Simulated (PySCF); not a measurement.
# Run report: NaSn (charge +1), single-point calculation

System: NaSn, charge +1.
Method: RHF/crenbl, casci (PySCF 2.14.0).

Figures and captions count atoms from 1; the log counts them from 0 in places.

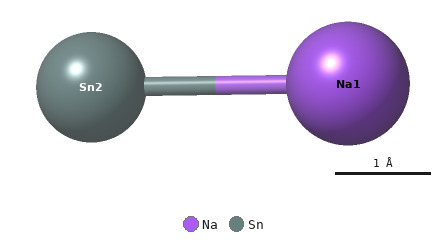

*The input geometry (ball-and-stick view, seen on its broad side; atoms are numbered from 1 in the order of the input). Sticks mark near contacts.*

Bond lengths as drawn: Na–Sn 2.72 Å.

The input:
```python
from pyscf import gto, scf, mcscf

mol = gto.M(
    atom='Na 0 0 0; Sn 0 0 2.723',
    basis='crenbl',
    ecp={'Na': 'crenbl', 'Sn': 'crenbl'},
    charge=1,
    spin=0,
    verbose=4,
)
mf = scf.RHF(mol)
mf.kernel()
mc = mcscf.CASCI(mf, 6, 6)
mc.kernel()
mc.analyze()
mf.dip_moment()
print('orbital energies (hartree):', mf.mo_energy[..., max(0, mol.nelec[1]-3):mol.nelec[0]+3].round(4))
```

Machine: 1 CPU thread, shared host.

Launch command:
```bash
OMP_NUM_THREADS=1 python input.py
```

The program's output:
```
PySCF version 2.14.0

[INPUT] verbose = 4
[INPUT] num. atoms = 2
[INPUT] num. electrons = 22
[INPUT] charge = 1
[INPUT] spin (= nelec alpha-beta = 2S) = 0
[INPUT] symmetry False subgroup None
[INPUT] Mole.unit = angstrom
[INPUT] Symbol           X                Y                Z      unit          X                Y                Z       unit  Magmom
[INPUT]  1 Na     0.000000000000   0.000000000000   0.000000000000 AA    0.000000000000   0.000000000000   0.000000000000 Bohr   0.0
[INPUT]  2 Sn     0.000000000000   0.000000000000   2.723000000000 AA    0.000000000000   0.000000000000   5.145724237191 Bohr   0.0

nuclear repulsion = 24.4863490914139
number of shells = 20
number of NR pGTOs = 50
number of NR cGTOs = 50
basis = crenbl
ecp = {'Na': 'crenbl', 'Sn': 'crenbl'}

******** <class 'pyscf.scf.hf.RHF'> ********
method = RHF
initial guess = minao
damping factor = 0
level_shift factor = 0
DIIS = <class 'pyscf.scf.diis.CDIIS'>
diis_start_cycle = 1
diis_space = 8
diis_damp = 0
SCF conv_tol = 1e-09
SCF conv_tol_grad = None
SCF max_cycles = 50
direct_scf = True
direct_scf_tol = 1e-13
Set gradient conv threshold to 3.16228e-05
Initial guess from minao.
init E= -109.21245789125
  HOMO = -0.425300207751855  LUMO = -0.395356045595387  gap/eV = 0.81482
cycle= 1 E= -115.045571267871  delta_E= -5.83  |g|= 1.24  |ddm|=  4.6
  HOMO = -0.368876424453329  LUMO = -0.139575347684709  gap/eV = 6.23960
cycle= 2 E= -115.216319077959  delta_E= -0.171  |g|= 0.481  |ddm|= 3.46
  HOMO = -0.411970329053756  LUMO = -0.177508383281961  gap/eV = 6.38003
cycle= 3 E= -115.241814976422  delta_E= -0.0255  |g|= 0.00924  |ddm|= 0.745
  HOMO = -0.414699640154281  LUMO = -0.179549242185436  gap/eV = 6.39877
cycle= 4 E= -115.241856526263  delta_E= -4.15e-05  |g|= 0.00207  |ddm|= 0.0322
  HOMO = -0.414789293930695  LUMO = -0.179705871249519  gap/eV = 6.39695
cycle= 5 E= -115.241859375251  delta_E= -2.85e-06  |g|= 0.000517  |ddm|= 0.012
  HOMO = -0.414770532910623  LUMO = -0.17967480199074  gap/eV = 6.39728
cycle= 6 E= -115.241859487083  delta_E= -1.12e-07  |g|= 9.16e-05  |ddm|= 0.00167
  HOMO = -0.414755430182234  LUMO = -0.179654106596894  gap/eV = 6.39743
cycle= 7 E= -115.241859494875  delta_E= -7.79e-09  |g|= 2.7e-05  |ddm|= 0.000488
  HOMO = -0.414750539515045  LUMO = -0.179646592466285  gap/eV = 6.39750
cycle= 8 E= -115.241859496152  delta_E= -1.28e-09  |g|= 6.44e-06  |ddm|= 0.000314
  HOMO = -0.414749998232915  LUMO = -0.179645367098031  gap/eV = 6.39752
cycle= 9 E= -115.241859496201  delta_E= -4.87e-11  |g|= 1.02e-06  |ddm|= 8.03e-05
  HOMO = -0.414749891724761  LUMO = -0.179645165147349  gap/eV = 6.39753
```

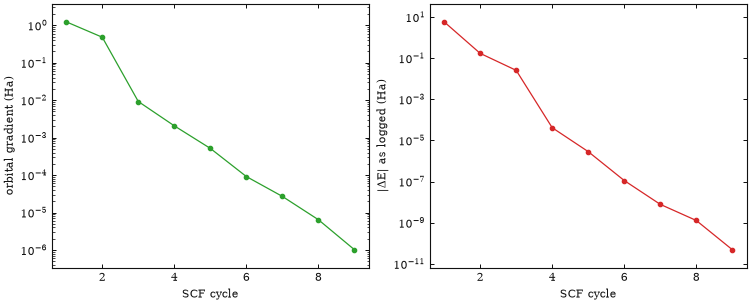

*Convergence of the self-consistent field: orbital gradient and size of the energy change against the SCF cycle.*

The residual falls at every step.

```
Extra cycle  E= -115.241859496201  delta_E= -6.25e-13  |g|= 3.56e-07  |ddm|= 9.81e-06
converged SCF energy = -115.241859496201

******** <class 'pyscf.mcscf.casci.CASCI'> ********
CAS (3e+3e, 6o), ncore = 8, nvir = 36
natorb = False
canonicalization = True
sorting_mo_energy = False
******** <class 'pyscf.fci.direct_spin1.FCISolver'> ********
max. cycles = 200
conv_tol = 1e-08
davidson only = False
linear dependence = 1e-12
level shift = 0.001
max iter space = 12
nroots = 1
pspace_size = 400
spin = None
Density matrix diagonal elements [1.99983065 1.98157046 0.9989107  1.         0.01720079 0.00248741]
CASCI converged
CASCI E = -115.269330109321  E(CI) = -11.0630965408527  S^2 = 2.0000000
Natural occ [1.99991753e+00 1.98199110e+00 1.00005475e+00 1.00000000e+00
 1.72007913e-02 8.35835619e-04]
Natural orbital (expansion on meta-Lowdin AOs) in CAS space
               #1        #2        #3        #4        #5
0 Na 2s         -0.00100   0.00458  -0.00389   0.00000  -0.00000
0 Na 3s         -0.04130  -0.26825   0.43808  -0.00000   0.00000
0 Na 4s          0.01770   0.01754  -0.09066   0.00000   0.00000
0 Na 5s          0.02794   0.02675  -0.16050   0.00000   0.00000
0 Na 6s          0.00105   0.01386  -0.07084   0.00000   0.00000
0 Na 7s          0.00661   0.00213   0.00918  -0.00000  -0.00000
0 Na 2px         0.00000   0.00000  -0.00000  -0.00314  -0.00172
0 Na 2py         0.00000  -0.00000   0.00000   0.00172  -0.00314
0 Na 2pz        -0.02160  -0.01044   0.00841  -0.00000  -0.00000
0 Na 3px        -0.00000  -0.00000   0.00000   0.02850   0.01561
0 Na 3py         0.00000   0.00000  -0.00000  -0.01561   0.02850
0 Na 3pz         0.01940   0.01508  -0.08819   0.00000   0.00000
0 Na 4px        -0.00000  -0.00000   0.00000   0.02111   0.01157
0 Na 4py         0.00000   0.00000  -0.00000  -0.01157   0.02111
0 Na 4pz         0.01385   0.01189  -0.06437   0.00000   0.00000
0 Na 5px        -0.00000  -0.00000   0.00000   0.01490   0.00816
0 Na 5py         0.00000   0.00000  -0.00000  -0.00816   0.01490
0 Na 5pz         0.01057   0.00763  -0.04651   0.00000   0.00000
1 Sn 5s         -0.06180  -0.92869  -0.21919   0.00000   0.00000
1 Sn 6s          0.00193   0.07355  -0.02413   0.00000   0.00000
1 Sn 7s          0.01080   0.20165   0.08377  -0.00000   0.00000
1 Sn 5px        -0.00000  -0.00000   0.00000   0.03755   0.02057
1 Sn 5py         0.00000   0.00000  -0.00000  -0.02057   0.03755
1 Sn 5pz        -0.00099  -0.00143   0.03975  -0.00000  -0.00000
1 Sn 6px        -0.00000  -0.00000   0.00000   0.07519   0.04119
1 Sn 6py         0.00000   0.00000  -0.00000  -0.04119   0.07519
1 Sn 6pz        -0.00894  -0.03476   0.21535  -0.00000  -0.00000
1 Sn 7px        -0.00000  -0.00000   0.00000   0.87149   0.47743
1 Sn 7py         0.00000   0.00000  -0.00000  -0.47743   0.87149
1 Sn 7pz        -0.00235  -0.10206   0.80624  -0.00000  -0.00000
1 Sn 4dxy        0.00000   0.00000  -0.00000  -0.00460   0.00840
1 Sn 4dyz        0.51379  -0.04242   0.01658  -0.00000  -0.00000
1 Sn 4dz^2      -0.00000  -0.00000   0.00000   0.00840   0.00460
1 Sn 4dxz        0.00000  -0.00000   0.00000  -0.00000  -0.00000
1 Sn 4dx2-y2    -0.00000   0.00000   0.00000   0.00000   0.00000
1 Sn 5dxy       -0.00000   0.00000  -0.00000  -0.00129   0.00236
1 Sn 5dyz       -0.82735   0.05976  -0.01448   0.00000  -0.00000
1 Sn 5dz^2       0.00000  -0.00000  -0.00000  -0.00236  -0.00129
1 Sn 5dxz        0.00000  -0.00000  -0.00000  -0.00000   0.00000
1 Sn 5dx2-y2    -0.00000  -0.00000   0.00000  -0.00000   0.00000
1 Sn 6dxy       -0.00000  -0.00000   0.00000   0.01613  -0.02944
1 Sn 6dyz       -0.12007  -0.01536   0.02690  -0.00000  -0.00000
1 Sn 6dz^2      -0.00000   0.00000  -0.00000  -0.02944  -0.01613
1 Sn 6dxz       -0.00000  -0.00000   0.00000  -0.00000  -0.00000
1 Sn 6dx2-y2     0.00000   0.00000  -0.00000   0.00000  -0.00000
1 Sn 7dxy        0.00000  -0.00000   0.00000   0.00727  -0.01327
1 Sn 7dyz        0.17053  -0.02229  -0.00200   0.00000  -0.00000
1 Sn 7dz^2      -0.00000  -0.00000   0.00000   0.01327   0.00727
1 Sn 7dxz       -0.00000   0.00000  -0.00000   0.00000  -0.00000
1 Sn 7dx2-y2     0.00000  -0.00000  -0.00000   0.00000  -0.00000
               #6
0 Na 2s          0.00662
0 Na 3s         -0.84099
0 Na 4s         -0.12498
0 Na 5s         -0.20417
0 Na 6s         -0.03178
0 Na 7s          0.01845
0 Na 2px         0.00000
0 Na 2py        -0.00000
0 Na 2pz         0.00662
0 Na 3px        -0.00000
0 Na 3py         0.00000
0 Na 3pz        -0.05195
0 Na 4px        -0.00000
0 Na 4py         0.00000
0 Na 4pz        -0.03852
0 Na 5px        -0.00000
0 Na 5py         0.00000
0 Na 5pz        -0.02680
1 Sn 5s          0.15932
1 Sn 6s         -0.01734
1 Sn 7s         -0.11028
1 Sn 5px        -0.00000
1 Sn 5py         0.00000
1 Sn 5pz        -0.00994
1 Sn 6px        -0.00000
1 Sn 6py         0.00000
1 Sn 6pz         0.02959
1 Sn 7px        -0.00000
1 Sn 7py         0.00000
1 Sn 7pz         0.43600
1 Sn 4dxy        0.00000
1 Sn 4dyz       -0.01039
1 Sn 4dz^2      -0.00000
1 Sn 4dxz        0.00000
1 Sn 4dx2-y2    -0.00000
1 Sn 5dxy        0.00000
1 Sn 5dyz        0.00760
1 Sn 5dz^2       0.00000
1 Sn 5dxz       -0.00000
1 Sn 5dx2-y2    -0.00000
1 Sn 6dxy       -0.00000
1 Sn 6dyz        0.00306
1 Sn 6dz^2       0.00000
1 Sn 6dxz       -0.00000
1 Sn 6dx2-y2     0.00000
1 Sn 7dxy       -0.00000
1 Sn 7dyz       -0.00349
1 Sn 7dz^2      -0.00000
1 Sn 7dxz       -0.00000
1 Sn 7dx2-y2     0.00000
<mo_coeff-mcscf|mo_coeff-hf>  1      1        0.99998875
<mo_coeff-mcscf|mo_coeff-hf>  2      2        0.99998859
<mo_coeff-mcscf|mo_coeff-hf>  3      3        0.99999747
<mo_coeff-mcscf|mo_coeff-hf>  4      4        0.99999731
<mo_coeff-mcscf|mo_coeff-hf>  5      7        0.90400366
<mo_coeff-mcscf|mo_coeff-hf>  5      8        0.42752328
<mo_coeff-mcscf|mo_coeff-hf>  6      5        0.44459748
<mo_coeff-mcscf|mo_coeff-hf>  6      6        0.89573047
<mo_coeff-mcscf|mo_coeff-hf>  7      5        0.89573033
<mo_coeff-mcscf|mo_coeff-hf>  7      6       -0.44459741
<mo_coeff-mcscf|mo_coeff-hf>  8      7       -0.42752321
<mo_coeff-mcscf|mo_coeff-hf>  8      8        0.90400351
<mo_coeff-mcscf|mo_coeff-hf>  9      9        1.00000000
<mo_coeff-mcscf|mo_coeff-hf>  10     10       1.00000000
<mo_coeff-mcscf|mo_coeff-hf>  11     11       1.00000000
<mo_coeff-mcscf|mo_coeff-hf>  12     12       1.00000000
<mo_coeff-mcscf|mo_coeff-hf>  13     13       1.00000000
<mo_coeff-mcscf|mo_coeff-hf>  14     14       1.00000000
<mo_coeff-mcscf|mo_coeff-hf>  15     15       0.99993391
<mo_coeff-mcscf|mo_coeff-hf>  16     16       0.48040308
<mo_coeff-mcscf|mo_coeff-hf>  16     17       0.87700968
<mo_coeff-mcscf|mo_coeff-hf>  17     18       0.99973565
<mo_coeff-mcscf|mo_coeff-hf>  18     16       0.87701480
<mo_coeff-mcscf|mo_coeff-hf>  18     17      -0.48040588
<mo_coeff-mcscf|mo_coeff-hf>  19     19       0.99212836
<mo_coeff-mcscf|mo_coeff-hf>  20     20       0.96894330
<mo_coeff-mcscf|mo_coeff-hf>  21     21       0.96894481
<mo_coeff-mcscf|mo_coeff-hf>  22     22       0.60795798
<mo_coeff-mcscf|mo_coeff-hf>  22     23      -0.43408219
<mo_coeff-mcscf|mo_coeff-hf>  22     24       0.65880998
<mo_coeff-mcscf|mo_coeff-hf>  23     22       0.58108163
<mo_coeff-mcscf|mo_coeff-hf>  23     23       0.81383946
<mo_coeff-mcscf|mo_coeff-hf>  24     22      -0.53173196
<mo_coeff-mcscf|mo_coeff-hf>  24     24       0.75223228
<mo_coeff-mcscf|mo_coeff-hf>  25     25       0.99990139
<mo_coeff-mcscf|mo_coeff-hf>  26     26       0.54324517
<mo_coeff-mcscf|mo_coeff-hf>  26     27       0.83957015
<mo_coeff-mcscf|mo_coeff-hf>  27     26       0.83956313
<mo_coeff-mcscf|mo_coeff-hf>  27     27      -0.54324063
<mo_coeff-mcscf|mo_coeff-hf>  28     28       0.99993637
<mo_coeff-mcscf|mo_coeff-hf>  29     31       0.80594253
<mo_coeff-mcscf|mo_coeff-hf>  29     32       0.59198918
<mo_coeff-mcscf|mo_coeff-hf>  30     29       0.72362391
<mo_coeff-mcscf|mo_coeff-hf>  30     30      -0.68603283
<mo_coeff-mcscf|mo_coeff-hf>  31     29       0.68800204
<mo_coeff-mcscf|mo_coeff-hf>  31     30       0.72570103
<mo_coeff-mcscf|mo_coeff-hf>  32     31      -0.59198812
<mo_coeff-mcscf|mo_coeff-hf>  32     32       0.80594109
<mo_coeff-mcscf|mo_coeff-hf>  33     33       0.99710514
<mo_coeff-mcscf|mo_coeff-hf>  34     34       0.99999522
<mo_coeff-mcscf|mo_coeff-hf>  35     36       0.99860209
<mo_coeff-mcscf|mo_coeff-hf>  36     35       0.99860099
<mo_coeff-mcscf|mo_coeff-hf>  37     37       0.99999675
<mo_coeff-mcscf|mo_coeff-hf>  38     40       0.73285044
<mo_coeff-mcscf|mo_coeff-hf>  38     41       0.68038500
<mo_coeff-mcscf|mo_coeff-hf>  39     39       0.91160245
<mo_coeff-mcscf|mo_coeff-hf>  40     38       0.91948294
<mo_coeff-mcscf|mo_coeff-hf>  41     40      -0.68038248
<mo_coeff-mcscf|mo_coeff-hf>  41     41       0.73284773
<mo_coeff-mcscf|mo_coeff-hf>  42     42       0.99141584
<mo_coeff-mcscf|mo_coeff-hf>  43     43       0.48333504
<mo_coeff-mcscf|mo_coeff-hf>  43     44       0.87543250
<mo_coeff-mcscf|mo_coeff-hf>  44     43       0.87542923
<mo_coeff-mcscf|mo_coeff-hf>  44     44      -0.48333324
<mo_coeff-mcscf|mo_coeff-hf>  45     45       0.99998607
<mo_coeff-mcscf|mo_coeff-hf>  46     46       0.99999803
<mo_coeff-mcscf|mo_coeff-hf>  47     47       0.94631306
<mo_coeff-mcscf|mo_coeff-hf>  48     48       0.94631306
<mo_coeff-mcscf|mo_coeff-hf>  49     49       1.00000000
<mo_coeff-mcscf|mo_coeff-hf>  50     50       1.00000000
** Largest CI components **
  [alpha occ-orbitals] [beta occ-orbitals]            CI coefficient
  [0 1 2]              [0 1 3]                        -0.703099523905
  [0 1 3]              [0 1 2]                         0.703099253276
 ** Mulliken pop on meta-lowdin orthogonal AOs  **
 ** Mulliken pop  **
pop of  0 Na 2s           1.98049
pop of  0 Na 3s           0.33880
pop of  0 Na 4s           0.00962
pop of  0 Na 5s           0.02949
pop of  0 Na 6s           0.01293
pop of  0 Na 7s           0.01106
pop of  0 Na 2px          1.99993
pop of  0 Na 2py          1.99992
pop of  0 Na 2pz          1.99968
pop of  0 Na 3px          0.00088
pop of  0 Na 3py          0.00032
pop of  0 Na 3pz          0.00901
pop of  0 Na 4px          0.00047
pop of  0 Na 4py          0.00017
pop of  0 Na 4pz          0.00481
pop of  0 Na 5px          0.00025
pop of  0 Na 5py          0.00010
pop of  0 Na 5pz          0.00251
pop of  1 Sn 5s           1.76533
pop of  1 Sn 6s           0.01131
pop of  1 Sn 7s           0.08787
pop of  1 Sn 5px          0.00142
pop of  1 Sn 5py          0.00045
pop of  1 Sn 5pz          0.00159
pop of  1 Sn 6px          0.00572
pop of  1 Sn 6py          0.00183
pop of  1 Sn 6pz          0.04896
pop of  1 Sn 7px          0.76348
pop of  1 Sn 7py          0.24107
pop of  1 Sn 7pz          0.67114
pop of  1 Sn 4dxy         0.53169
pop of  1 Sn 4dyz         0.53188
pop of  1 Sn 4dz^2        0.53174
pop of  1 Sn 4dxz         0.53191
pop of  1 Sn 4dx2-y2      1.98109
pop of  1 Sn 5dxy         1.38221
pop of  1 Sn 5dyz         1.37702
pop of  1 Sn 5dz^2        1.38221
pop of  1 Sn 5dxz         1.38239
pop of  1 Sn 5dx2-y2      0.00468
pop of  1 Sn 6dxy         0.02964
pop of  1 Sn 6dyz         0.03013
pop of  1 Sn 6dz^2        0.03024
pop of  1 Sn 6dxz         0.02717
pop of  1 Sn 6dx2-y2      0.00145
pop of  1 Sn 7dxy         0.05667
pop of  1 Sn 7dyz         0.05917
pop of  1 Sn 7dz^2        0.05679
pop of  1 Sn 7dxz         0.05853
pop of  1 Sn 7dx2-y2      0.01279
 ** Mulliken atomic charges  **
charge of    0Na =      0.59956
charge of    1Sn =      0.40044
Mulliken spin population analysis on meta-Lowdin AOs:
 ** Mulliken pop on meta-lowdin orthogonal AOs  **
 ** Mulliken pop  **
pop of  0 Na 2s           0.00000
pop of  0 Na 3s          -0.00000
pop of  0 Na 4s           0.00000
pop of  0 Na 5s           0.00000
pop of  0 Na 6s           0.00000
pop of  0 Na 7s           0.00000
pop of  0 Na 2px         -0.00000
pop of  0 Na 2py         -0.00000
pop of  0 Na 2pz          0.00000
pop of  0 Na 3px         -0.00000
pop of  0 Na 3py         -0.00000
pop of  0 Na 3pz          0.00000
pop of  0 Na 4px         -0.00000
pop of  0 Na 4py         -0.00000
pop of  0 Na 4pz          0.00000
pop of  0 Na 5px         -0.00000
pop of  0 Na 5py         -0.00000
pop of  0 Na 5pz          0.00000
pop of  1 Sn 5s          -0.00000
pop of  1 Sn 6s           0.00000
pop of  1 Sn 7s          -0.00000
pop of  1 Sn 5px         -0.00000
pop of  1 Sn 5py         -0.00000
pop of  1 Sn 5pz          0.00000
pop of  1 Sn 6px         -0.00000
pop of  1 Sn 6py         -0.00000
pop of  1 Sn 6pz          0.00000
pop of  1 Sn 7px         -0.00000
pop of  1 Sn 7py         -0.00000
pop of  1 Sn 7pz          0.00000
pop of  1 Sn 4dxy        -0.00000
pop of  1 Sn 4dyz        -0.00000
pop of  1 Sn 4dz^2       -0.00000
pop of  1 Sn 4dxz         0.00000
pop of  1 Sn 4dx2-y2      0.00000
pop of  1 Sn 5dxy        -0.00000
pop of  1 Sn 5dyz        -0.00000
pop of  1 Sn 5dz^2       -0.00000
pop of  1 Sn 5dxz        -0.00000
pop of  1 Sn 5dx2-y2      0.00000
pop of  1 Sn 6dxy        -0.00000
pop of  1 Sn 6dyz         0.00000
pop of  1 Sn 6dz^2       -0.00000
pop of  1 Sn 6dxz         0.00000
pop of  1 Sn 6dx2-y2      0.00000
pop of  1 Sn 7dxy        -0.00000
pop of  1 Sn 7dyz         0.00000
pop of  1 Sn 7dz^2       -0.00000
pop of  1 Sn 7dxz        -0.00000
pop of  1 Sn 7dx2-y2     -0.00000
 ** Mulliken atomic charges  **
charge of    0Na =      9.00000
charge of    1Sn =     14.00000
spop of 0 Na 2s         0.00000
spop of 0 Na 3s        -0.00000
spop of 0 Na 4s         0.00000
spop of 0 Na 5s         0.00000
spop of 0 Na 6s         0.00000
spop of 0 Na 7s         0.00000
spop of 0 Na 2px       -0.00000
spop of 0 Na 2py       -0.00000
spop of 0 Na 2pz        0.00000
spop of 0 Na 3px       -0.00000
spop of 0 Na 3py       -0.00000
spop of 0 Na 3pz        0.00000
spop of 0 Na 4px       -0.00000
spop of 0 Na 4py       -0.00000
spop of 0 Na 4pz        0.00000
spop of 0 Na 5px       -0.00000
spop of 0 Na 5py       -0.00000
spop of 0 Na 5pz        0.00000
spop of 1 Sn 5s        -0.00000
spop of 1 Sn 6s         0.00000
spop of 1 Sn 7s        -0.00000
spop of 1 Sn 5px       -0.00000
spop of 1 Sn 5py       -0.00000
spop of 1 Sn 5pz        0.00000
spop of 1 Sn 6px       -0.00000
spop of 1 Sn 6py       -0.00000
spop of 1 Sn 6pz        0.00000
spop of 1 Sn 7px       -0.00000
spop of 1 Sn 7py       -0.00000
spop of 1 Sn 7pz        0.00000
spop of 1 Sn 4dxy      -0.00000
spop of 1 Sn 4dyz      -0.00000
spop of 1 Sn 4dz^2     -0.00000
spop of 1 Sn 4dxz       0.00000
spop of 1 Sn 4dx2-y2    0.00000
spop of 1 Sn 5dxy      -0.00000
spop of 1 Sn 5dyz      -0.00000
spop of 1 Sn 5dz^2     -0.00000
spop of 1 Sn 5dxz      -0.00000
spop of 1 Sn 5dx2-y2    0.00000
spop of 1 Sn 6dxy      -0.00000
spop of 1 Sn 6dyz       0.00000
spop of 1 Sn 6dz^2     -0.00000
spop of 1 Sn 6dxz       0.00000
spop of 1 Sn 6dx2-y2    0.00000
spop of 1 Sn 7dxy      -0.00000
spop of 1 Sn 7dyz       0.00000
spop of 1 Sn 7dz^2     -0.00000
spop of 1 Sn 7dxz      -0.00000
spop of 1 Sn 7dx2-y2   -0.00000
Mulliken atomic spins:
spin of  0Na =      0.00000
spin of  1Sn =     -0.00000

WARN: System has nonzero charge 1; the dipole moment is origin-dependent.
Location of origin: [0. 0. 0.]

Dipole moment(X, Y, Z, Debye): -0.00000,  0.00000,  3.04996
orbital energies (hartree): [-1.4961 -0.7075 -0.4147 -0.1796 -0.1796 -0.1254]
```

Key numbers:

```json
{"quantity": "outcome", "value": "converged"}
{"quantity": "SCF energy", "value": "−115.241859 hartree"}
{"quantity": "wall time", "value": "1 s"}
```
